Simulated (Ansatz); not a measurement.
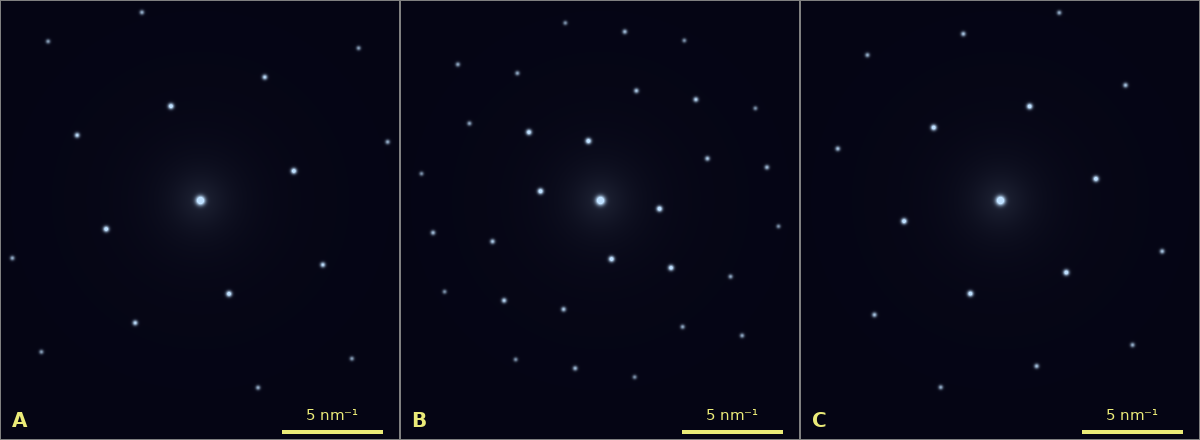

Computed electron diffraction patterns, 120 kV, single scattering only, B = 0.5 Å².

All three come from Ge, space group Fd-3m (No. 227), a = 5.76 Å. Structure: the input geometry of an electronic-structure calculation (not necessarily at equilibrium).

### Assign the zone axes [001], [110], [111] to A, B and C.

A is [001]: square net of 2 -2 0 at d = 2.04 Å and 2 2 0 at d = 2.04 Å, at 90.0°. B is [110]: centred rectangular net of -1 1 -1 at d = 3.33 Å and -1 1 1 at d = 3.33 Å, at 70.5°. C is [111]: hexagonal net of -2 2 0 at d = 2.04 Å and -2 0 2 at d = 2.04 Å, at 60.0°.
